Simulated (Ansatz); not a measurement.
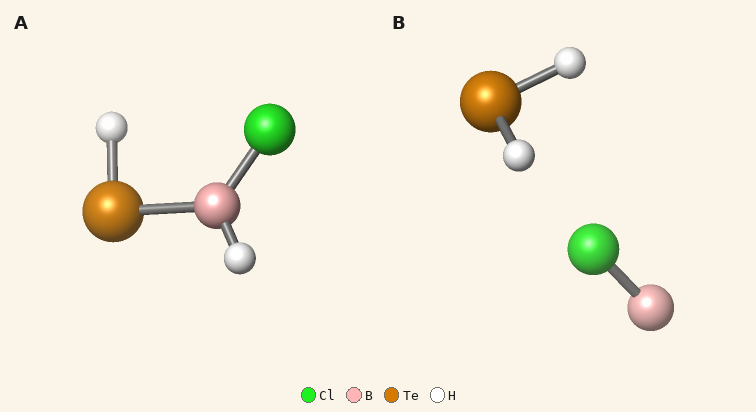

2 stationary structures of one formula. Geometries: PBE0-D4/def2-TZVP. Electronic energies: RHF-CCSD(T) (frozen core)/def2-TZVPP (Ansatz 0.2.0), without zero-point energy. No frequency run is at hand to confirm each as a minimum.

Question: Which structure is the most stable?

Answer: A is lowest (Cs); B lies 74.1 kcal/mol above it.

Give E(B) − E(A) in kcal/mol at these levels too: r2SCAN-D4/def2-TZVPP; PBE-D4/def2-TZVPP; PBE0-D4/def2-TZVP; ωB97M-V/def2-TZVPP; B3LYP-D4/def2-TZVPP; RHF-CCSD(T) (frozen core)/def2-TZVPP; PBE0-D4/def2-TZVPP.

```csv
level,E(B) − E(A) (kcal/mol)
r2SCAN-D4/def2-TZVPP,+83.0
PBE-D4/def2-TZVPP,+81.7
PBE0-D4/def2-TZVP,+82.9
ωB97M-V/def2-TZVPP,+75.7
B3LYP-D4/def2-TZVPP,+78.4
RHF-CCSD(T) (frozen core)/def2-TZVPP,+74.1
PBE0-D4/def2-TZVPP,+82.8
```
